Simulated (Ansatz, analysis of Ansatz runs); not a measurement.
# Migration in MgTiF6 (R-3): V_F hop (2.5 Å), charge +1

Wanted: path and barrier of a jump of F in MgTiF6 (R-3) at charge +1. The case: V_F hop (2.5 Å), in a cell of 64 host atoms with 1 F taken out.

Program: Ansatz 0.2.0. Level of theory: plane-wave PAW DFT, PBEsol; nudged elastic band between two relaxed defect structures at fixed charge in a uniform background. Results are calculated unless marked as measured.

## Step 1: The starting structure

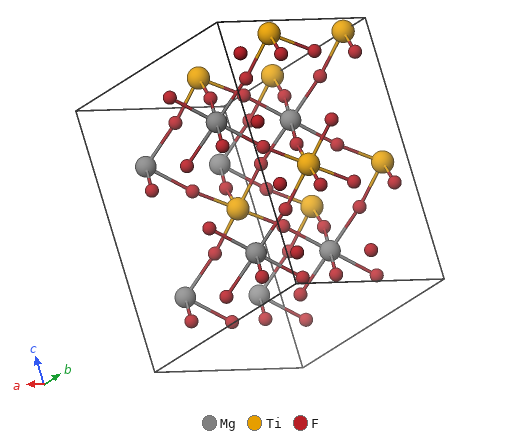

The starting structure, seen slightly off an axis (magnesium grey, titanium orange, fluorine red). Bonds to atoms that aren't drawn are left out.

The cell holds 63 atoms: 8 Mg, 8 Ti and 47 F. Its edges and angles: a = 10.888 Å, b = 10.888 Å, c = 10.888 Å, α = 59.8°, β = 59.8°, γ = 59.8°. It derives from MgTiF6 (space group R-3). Nearest the centre at fractional (0.479, 0.637, 0.506): F27 at 1.26 Å, Ti57 at 1.42 Å, F22 at 2.24 Å, F44 at 2.44 Å, F29 at 2.89 Å, Mg25 at 2.89 Å, F13 at 3.01 Å, F39 at 3.07 Å. The cell carries charge +1.

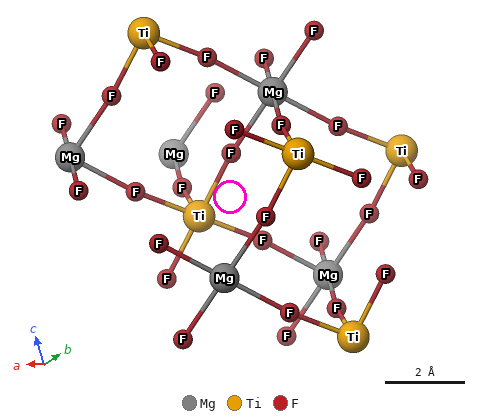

The atoms within 5 Å of the centre. A ring marks the centre wherever it is empty.

The cell's shortest repeat is 10.9 Å.

## Step 2: Relaxation of the start point, charge +1

The ends come first: from an unrelaxed start the top is counted from too high an energy, and the barrier comes out too low. Small random displacements break the symmetry of the ideal sites, so that the defect can distort if it gains by it. The charge of +1 is set by the electron count, and a uniform background keeps the cell neutral.

Input file qp1.start/input.yaml:

```yaml
crystal:
  lattice:
    - [5.4311162, 3.1356564, 8.90059419]
    - [-5.4311162, 3.1356564, 8.90059419]
    - [0.0, -6.2713128, 8.90059419]
  atoms:
    - { symbol: Mg, position: [0.25, 0.25, 0.25] }
    - { symbol: Ti, position: [0.0, 0.0, 0.0] }
    - { symbol: F, position: [0.37890319, 0.10992011, 0.13225411] }
    - { symbol: F, position: [0.13225411, 0.37890319, 0.10992011] }
    - { symbol: F, position: [0.39007989, 0.36774589, 0.12109681] }
    - { symbol: F, position: [0.36774589, 0.12109681, 0.39007989] }
    - { symbol: F, position: [0.12109681, 0.39007989, 0.36774589] }
    - { symbol: F, position: [0.10992011, 0.13225411, 0.37890319] }
    - { symbol: Mg, position: [0.25, 0.25, 0.75] }
    - { symbol: Ti, position: [0.0, 0.0, 0.5] }
    - { symbol: F, position: [0.37890319, 0.10992011, 0.63225411] }
    - { symbol: F, position: [0.13225411, 0.37890319, 0.60992011] }
    - { symbol: F, position: [0.39007989, 0.36774589, 0.62109681] }
    - { symbol: F, position: [0.36774589, 0.12109681, 0.89007989] }
    - { symbol: F, position: [0.12109681, 0.39007989, 0.86774589] }
    - { symbol: F, position: [0.10992011, 0.13225411, 0.87890319] }
    - { symbol: Mg, position: [0.25, 0.75, 0.25] }
    - { symbol: Ti, position: [0.0, 0.5, 0.0] }
    - { symbol: F, position: [0.37890319, 0.60992011, 0.13225411] }
    - { symbol: F, position: [0.13225411, 0.87890319, 0.10992011] }
    - { symbol: F, position: [0.39007989, 0.86774589, 0.12109681] }
    - { symbol: F, position: [0.36774589, 0.62109681, 0.39007989] }
    - { symbol: F, position: [0.12109681, 0.89007989, 0.36774589] }
    - { symbol: F, position: [0.10992011, 0.63225411, 0.37890319] }
    - { symbol: Mg, position: [0.25, 0.75, 0.75] }
    - { symbol: Ti, position: [0.0, 0.5, 0.5] }
    - { symbol: F, position: [0.37890319, 0.60992011, 0.63225411] }
    - { symbol: F, position: [0.13225411, 0.87890319, 0.60992011] }
    - { symbol: F, position: [0.39007989, 0.86774589, 0.62109681] }
    - { symbol: F, position: [0.36774589, 0.62109681, 0.89007989] }
    - { symbol: F, position: [0.12109681, 0.89007989, 0.86774589] }
    - { symbol: F, position: [0.10992011, 0.63225411, 0.87890319] }
    - { symbol: Mg, position: [0.75, 0.25, 0.25] }
    - { symbol: Ti, position: [0.5, 0.0, 0.0] }
    - { symbol: F, position: [0.87890319, 0.10992011, 0.13225411] }
    - { symbol: F, position: [0.63225411, 0.37890319, 0.10992011] }
    - { symbol: F, position: [0.89007989, 0.36774589, 0.12109681] }
    - { symbol: F, position: [0.86774589, 0.12109681, 0.39007989] }
    - { symbol: F, position: [0.62109681, 0.39007989, 0.36774589] }
    - { symbol: F, position: [0.60992011, 0.13225411, 0.37890319] }
    - { symbol: Mg, position: [0.75, 0.25, 0.75] }
    - { symbol: Ti, position: [0.5, 0.0, 0.5] }
    - { symbol: F, position: [0.87890319, 0.10992011, 0.63225411] }
    - { symbol: F, position: [0.63225411, 0.37890319, 0.60992011] }
    - { symbol: F, position: [0.89007989, 0.36774589, 0.62109681] }
    - { symbol: F, position: [0.86774589, 0.12109681, 0.89007989] }
    - { symbol: F, position: [0.62109681, 0.39007989, 0.86774589] }
    - { symbol: F, position: [0.60992011, 0.13225411, 0.87890319] }
    - { symbol: Mg, position: [0.75, 0.75, 0.25] }
    - { symbol: Ti, position: [0.5, 0.5, 0.0] }
    - { symbol: F, position: [0.87890319, 0.60992011, 0.13225411] }
    - { symbol: F, position: [0.63225411, 0.87890319, 0.10992011] }
    - { symbol: F, position: [0.89007989, 0.86774589, 0.12109681] }
    - { symbol: F, position: [0.86774589, 0.62109681, 0.39007989] }
    - { symbol: F, position: [0.62109681, 0.89007989, 0.36774589] }
    - { symbol: Mg, position: [0.75, 0.75, 0.75] }
    - { symbol: Ti, position: [0.5, 0.5, 0.5] }
    - { symbol: F, position: [0.87890319, 0.60992011, 0.63225411] }
    - { symbol: F, position: [0.63225411, 0.87890319, 0.60992011] }
    - { symbol: F, position: [0.89007989, 0.86774589, 0.62109681] }
    - { symbol: F, position: [0.86774589, 0.62109681, 0.89007989] }
    - { symbol: F, position: [0.62109681, 0.89007989, 0.86774589] }
    - { symbol: F, position: [0.60992011, 0.63225411, 0.87890319] }
total_charge: 1
basis:
  ecutwfc: 420
  xc_grid: 2
hamiltonian:
  xc: pbesol
kpoints:
  mp_grid: { grid: [1, 1, 1], shift: [0.25, 0.25, 0.25] }
scf:
  occupations: { method: fixed }
  max_iter: 120
output:
  forces: true
relax:
  f_tol: 0.02
  max_steps: 70
  random_displacement: { amplitude: 0.03, seed: 4424 }
```

Run with:

```sh
ansatz run input.yaml --threads 4 --pin off --max-ram 14131MiB --backend cpu --events-out ev --progress --plain --runs-dir out
```

Numbers of over 12 decimals in the logs are rounded to 6 here.

What it wrote:

```text
[... repeated set-up lines and file paths are left out, and long positions are rounded to six places ...]
The last accepted step is kept in <dir> (removed where the run ends without a failure and the disk answers)
Engine: ansatz 0.2.0, x86_64-unknown-linux-gnu
Pseudopotentials: kind: paw
Pseudopotential: Mg, paw, valence charge 10, recommended cutoff 420 eV (normal), Mg.paw.azcp
Pseudopotential: Ti, paw, valence charge 12, recommended cutoff 420 eV (normal), Ti.paw.azcp
Pseudopotential: F, paw, valence charge 7, recommended cutoff 420 eV (normal), F.paw.azcp
Functional definition: PBEsol
  exchange = pbesol_x
  correlation = pbesol_c
Crystal: 63 atoms, lattice volume = 909.469 Å³
Basis set: ecut = 420 eV, 17849 PW (Γ), exchange–correlation on 150×150×150 points (8 copies of the dense FFT grid, shifted against one another)
Bands: 315, of which v1, the nominal top of the filled ones, is band 252 counted from 1 (251 counted from 0)
Symmetry: 1 space group operations
k-points: 1
Non-local potential: Mg, projectors of the file, l = 0: 3, l = 1: 2, l = 2: 1
Non-local potential: Ti, projectors of the file, l = 0: 3, l = 1: 2, l = 2: 3, l = 3: 1
Non-local potential: F, projectors of the file, l = 0: 2, l = 1: 2, l = 2: 1
PAW form: soft (Blöchl's): semilocal exchange-correlation on the pseudo side does not see the compensation charge
PAW frozen core: Mg, regenerated for the run's functional, and the local potential with it (the file was generated under x = pbe(κ = 0.804, μ = 0.219515), c = pbe(β = 0.066725))
PAW frozen core: Ti, regenerated for the run's functional, and the local potential with it (the file was generated under x = pbe(κ = 0.804, μ = 0.219515), c = pbe(β = 0.066725))
PAW frozen core: F, regenerated for the run's functional, and the local potential with it (the file was generated under x = pbe(κ = 0.804, μ = 0.219515), c = pbe(β = 0.066725))
PAW one-centre angular grid: Mg, 110 points (default); XC on 64 Gauss nodes
PAW one-centre angular grid: Ti, 590 points (default); XC on 64 Gauss nodes
PAW one-centre angular grid: F, 110 points (default); XC on 64 Gauss nodes
Initial density: superposition of atomic densities (neutral atoms scaled as one to the charged cell's electrons: chi_scale 0, normalization atom), corrected by the library's trained network
Initial wavefunctions: pseudopotential atomic-orbital guess
Functional: x = pbesol(κ = 0.804, μ = 0.123457), c = pbesol(β = 0.046)
SCF iter   1: F=—  HF=-72798.347010 eV  |F-HF|=—  |Δ(HF+E_count)|=         —  Δρ=9.90e-3  dr2=9.51e-1  ethr=1.77e-3  ⟨swp⟩=4.0  Hψ=893  notcnv=0  defer=60
preconditioner: auto → Resta (q_TF=auto, 2.473 Å⁻¹)  ε∞=4.0  [insulator: Δε(μ)=3.499 eV  Ē_g=13.864 eV  n_scr=258 (ndim 8)  ℏωp=23.9 eV  f_vac=0.281  ε∞_Penn≈4.0]
SCF iter   2: F=—  HF=-72798.149282 eV  |F-HF|=—  |Δ(HF+E_count)|=   1.98e-1  Δρ=4.24e-3  dr2=1.91e-1  ethr=1.89e-4  ⟨swp⟩=3.0  Hψ=586  notcnv=0  defer=61
SCF iter   3: F=—  HF=-72798.111994 eV  |F-HF|=—  |Δ(HF+E_count)|=   3.73e-2  Δρ=1.52e-3  dr2=6.27e-2  ethr=3.80e-5  ⟨swp⟩=2.0  Hψ=451  notcnv=0  defer=61
SCF iter   4: F=—  HF=-72798.096106 eV  |F-HF|=—  |Δ(HF+E_count)|=   1.59e-2  Δρ=8.28e-4  dr2=1.76e-2  ethr=1.24e-5  ⟨swp⟩=2.0  Hψ=470  notcnv=0  defer=61
SCF iter   5: F=—  HF=-72798.092174 eV  |F-HF|=—  |Δ(HF+E_count)|=   3.93e-3  Δρ=7.78e-4  dr2=7.00e-3  ethr=3.49e-6  ⟨swp⟩=2.0  Hψ=550  notcnv=0  defer=61
SCF iter   6: F=—  HF=-72798.090443 eV  |F-HF|=—  |Δ(HF+E_count)|=   1.73e-3  Δρ=2.17e-4  dr2=6.13e-4  ethr=1.39e-6  ⟨swp⟩=2.0  Hψ=502  notcnv=0  defer=61
SCF iter   7: F=—  HF=-72798.090731 eV  |F-HF|=—  |Δ(HF+E_count)|=   2.88e-4  Δρ=1.07e-4  dr2=1.09e-4  ethr=1.22e-7  ⟨swp⟩=2.0  Hψ=502  notcnv=0  defer=61
SCF iter   8: F=—  HF=-72798.090773 eV  |F-HF|=—  |Δ(HF+E_count)|=   4.27e-5  Δρ=5.09e-5  dr2=2.29e-5  ethr=2.17e-8  ⟨swp⟩=2.0  Hψ=468  notcnv=0  defer=61
SCF iter   9: F=-72798.090789 eV  HF=-72798.090787 eV  |F-HF|=1.98e-6  |Δ(HF+E_count)|=   1.36e-5  Δρ=1.73e-5  dr2=3.00e-6  ethr=1.98e-9  ⟨swp⟩=4.0  Hψ=968  notcnv=0
SCF 1 converged in 9 iterations: F = -72798.090789 eV  dr2 = 3.00e-6
  greatest PAW one-centre occupation: 1.000 electrons in one spin orbital (limit 2), on the Mg atom at site 0 (counted from 0), in its partial waves of l = 0
relax step   1: F+E_penalty+E_count = -72798.09078895 eV  Δ(F+E_penalty+E_count) = +0.000e0 eV  max|allowed force component| = 3.691e0 eV/Å  Δτ_max = 0.0000 Å  (9 SCF iters, dr2 threshold 1.00e-5 eV, accepted)
[... the SCF cycles and remarks between the steps are left out from here to the last step ...]
relax step   2: F+E_penalty+E_count = -72799.03483866 eV  Δ(F+E_penalty+E_count) = -9.440e-1 eV  max|allowed force component| = 1.833e0 eV/Å  Δτ_max = 0.1242 Å  (8 SCF iters, dr2 threshold 1.00e-4 eV, accepted)
relax step   3: F+E_penalty+E_count = -72799.49758857 eV  Δ(F+E_penalty+E_count) = -4.627e-1 eV  max|allowed force component| = 3.876e-1 eV/Å  Δτ_max = 0.1431 Å  (8 SCF iters, dr2 threshold 1.00e-4 eV, accepted)
relax step   4: F+E_penalty+E_count = -72799.60981929 eV  Δ(F+E_penalty+E_count) = -1.122e-1 eV  max|allowed force component| = 6.721e-2 eV/Å  Δτ_max = 0.1556 Å  (8 SCF iters, dr2 threshold 9.39e-6 eV, accepted)
relax step   5: F+E_penalty+E_count = -72799.61777005 eV  Δ(F+E_penalty+E_count) = -7.951e-3 eV  max|allowed force component| = 1.687e-2 eV/Å  Δτ_max = 0.0411 Å  (8 SCF iters, accepted)
SCF iter   1: F=—  HF=-72799.619113 eV  |F-HF|=—  |Δ(HF+E_count)|=         —  Δρ=1.11e-3  dr2=2.82e-3  ethr=5.87e-6  ⟨swp⟩=4.0  Hψ=599  notcnv=0  defer=61
SCF iter   2: F=—  HF=-72799.619145 eV  |F-HF|=—  |Δ(HF+E_count)|=   3.28e-5  Δρ=5.50e-4  dr2=7.41e-4  ethr=5.59e-7  ⟨swp⟩=2.0  Hψ=337  notcnv=0  defer=60
SCF iter   3: F=—  HF=-72799.619301 eV  |F-HF|=—  |Δ(HF+E_count)|=   1.56e-4  Δρ=1.45e-4  dr2=1.49e-4  ethr=1.47e-7  ⟨swp⟩=2.0  Hψ=497  notcnv=0  defer=58
SCF iter   4: F=—  HF=-72799.619334 eV  |F-HF|=—  |Δ(HF+E_count)|=   3.35e-5  Δρ=4.51e-5  dr2=1.75e-5  ethr=2.96e-8  ⟨swp⟩=2.0  Hψ=500  notcnv=0  defer=56
SCF iter   5: F=—  HF=-72799.618529 eV  |F-HF|=—  |Δ(HF+E_count)|=   8.06e-4  Δρ=2.13e-5  dr2=3.41e-6  ethr=3.47e-9  ⟨swp⟩=2.0  Hψ=473  notcnv=0  defer=56
SCF iter   6: F=—  HF=-72799.618529 eV  |F-HF|=—  |Δ(HF+E_count)|=   2.44e-7  Δρ=7.75e-6  dr2=4.82e-7  ethr=6.77e-10  ⟨swp⟩=2.0  Hψ=471  notcnv=0  defer=56
SCF iter   7: F=—  HF=-72799.618530 eV  |F-HF|=—  |Δ(HF+E_count)|=   3.21e-7  Δρ=3.26e-6  dr2=1.24e-7  ethr=1.98e-11  ⟨swp⟩=4.0  Hψ=991  notcnv=0
SCF iter   8: F=-72799.618530 eV  HF=-72799.618530 eV  |F-HF|=2.11e-9  |Δ(HF+E_count)|=   4.87e-8  Δρ=1.83e-6  dr2=3.51e-8  ethr=1.98e-11  ⟨swp⟩=4.0  Hψ=933  notcnv=0
SCF 6 converged in 8 iterations: F = -72799.618530 eV  dr2 = 3.51e-8
relax step   6: F+E_penalty+E_count = -72799.61852959 eV  Δ(F+E_penalty+E_count) = -7.595e-4 eV  max|allowed force component| = 1.105e-2 eV/Å  Δτ_max = 0.0201 Å  (8 SCF iters, accepted)
SCF converged after 8 iterations
Free energy (F): -72799.618530 eV
Harris-Foulkes:  -72799.618530 eV  (|F-HF|=2.11e-9)
Internal energy: -72799.618530 eV  (E = F + TS)
E sigma→0 (E₀):  -72799.618530 eV
Fermi energy:    -0.203515 eV
--- Per-component energies (eV) ---
  E_band       = -7838.422479
  E_kinetic    = 12453.223608
  E_local      = -59625.043186  (includes V_loc(G=0)·N_el)
  E_nonlocal   = 4249.819788
  E_hartree    = 22865.542542
  E_xc         = -4688.074645
  E_vxc        = -6020.821921  (∫ρ·V_xc dr)
  E_paw        = -19504.772871  (= ΣΔE_a)
  E_vpaw       = -4626.788863  (= ΣTr[D̂ρ^β])
  E_aug_tail   = 0.096017  (compensation charges beyond the density's cutoff)
  E_ewald      = -28553.990559
  E_core_change = 3.580777  (= ΣΔE_core)
  E_smearing   = -0.000000  (= −TS)
  E_closure    = 0.000000  (closes the sum)
  E_deformation_potential = 10.256641  (in the stress; not in F)
  Σ components = -72799.618530   (vs F -72799.618530, Δ=0.00e0)
--- Forces (eV/Å), atoms counted from 1 ---
  atom   1  Mg     0.00255412     0.00262460     0.00180480
  atom   2  Ti    -0.00553989     0.00005609    -0.00294287
  [... 10 atoms left out ...]
  atom  13  F     -0.00081879    -0.00449956    -0.00388224
  [... 8 atoms left out ...]
  atom  22  F      0.00068034     0.00003951    -0.00090455
  [... 2 atoms left out ...]
  atom  25  Mg    -0.00178165    -0.00129783     0.00270469
  [... 1 atom left out ...]
  atom  27  F     -0.00132781    -0.00266629     0.00086152
  [... 1 atom left out ...]
  atom  29  F      0.00141133     0.00076441    -0.00456081
  [... 9 atoms left out ...]
  atom  39  F      0.00595107     0.00089512    -0.00393376
  [... 4 atoms left out ...]
  atom  44  F      0.00399966    -0.00265140     0.00245770
  [... 4 atoms left out ...]
  atom  49  Mg     0.00284585     0.01041642     0.00716056
  [... 5 atoms left out ...]
  atom  55  F     -0.00020823     0.00116527     0.00033558
  [... 1 atom left out ...]
  atom  57  Ti    -0.00536025     0.00022876     0.00054573
  [... 6 atoms left out ...]
  max |Σ_I F_I| component: 4.74e-5 eV/Å
--- Relaxed structure (6 steps of the walk, 6 accepted, 0 SCFs on fresh bases) ---
  F+E_penalty+E_count = -72799.61852959 eV   max|allowed force component| = 1.105e-2 eV/Å
  atoms:
    - { symbol: Mg, position: [0.249464, 0.250767, 0.250005] }
    - { symbol: Ti, position: [0.002814, 0.002252, -0.002375] }
    [... 10 atoms left out ...]
    - { symbol: F, position: [0.402430, 0.335686, 0.631716] }
    [... 8 atoms left out ...]
    - { symbol: F, position: [0.376907, 0.610617, 0.391209] }
    [... 2 atoms left out ...]
    - { symbol: Mg, position: [0.249088, 0.753876, 0.750201] }
    [... 1 atom left out ...]
    - { symbol: F, position: [0.385143, 0.611985, 0.617955] }
    [... 1 atom left out ...]
    - { symbol: F, position: [0.396294, 0.863095, 0.610523] }
    [... 9 atoms left out ...]
    - { symbol: F, position: [0.633350, 0.406690, 0.361995] }
    [... 4 atoms left out ...]
    - { symbol: F, position: [0.635298, 0.399179, 0.598017] }
    [... 4 atoms left out ...]
    - { symbol: Mg, position: [0.768523, 0.761777, 0.235204] }
    [... 5 atoms left out ...]
    - { symbol: F, position: [0.631637, 0.887133, 0.366273] }
    [... 1 atom left out ...]
    - { symbol: Ti, position: [0.487746, 0.476116, 0.517939] }
    [... 6 atoms left out ...]
```

Wall time 34 s (4 threads of Intel Xeon 6975P-C (Granite Rapids), shared host); peak memory 1.7 GiB; 2.1 min of CPU time.

The steps of the relaxation:

```
step  energy less that of the first step (eV)  largest force component (eV/Å)
   1                                   0.0000                          3.6905
   2                                  -0.9441                          1.8332
   3                                  -1.4068                          0.3876
   4                                  -1.5190                          0.0672
   5                                  -1.5270                          0.0169
   6                                  -1.5277                          0.0111
```

The atoms that moved most (Å, from the sites as typed, ahead of the random displacement, the mean shift of all atoms taken out):

```
atom      dx      dy      dz  length
 F53   0.311   0.065   0.059   0.324
 F16  -0.304  -0.017  -0.021   0.305
Ti57   0.061  -0.228  -0.165   0.288
 F13   0.239  -0.131  -0.084   0.285
 F39  -0.026   0.124   0.203   0.240
 F20  -0.065   0.157   0.158   0.233
Mg49   0.034   0.186   0.135   0.232
 F31   0.010   0.147   0.146   0.208
```

Neighbours of F27 at the end:

```
atom  distance (Å)
Ti57         1.833
Mg25         2.109
 F22         2.523
 F44         2.531
 F29         2.756
 F13         2.849
 F28         2.852
 F30         2.862
```

Numbers from this step:

```yaml
free_energy: -72799.6185 eV
r_m_s_move_of_the_farther_half_of_the_atoms: 0.1269 Å
largest_move_from_the_ideal_geometry_of_this_structure_a_common_shift_of_the_far_atoms_taken_out: 0.3335 Å
```

The relaxation gained 1.528 eV and ended with a largest force component of 0.011 eV/Å.

(Part 1 of 4 ends here.)

[Logs are printed without paths, hosts, clocks, repeated set-up lines and the standing remarks that a program may print on its own settings, such as how far it seeks lower states.]

[Hosts, paths, dates, database ids (printed as entryN), source tags and the programs' standing remarks are cut or masked in the printed files.]
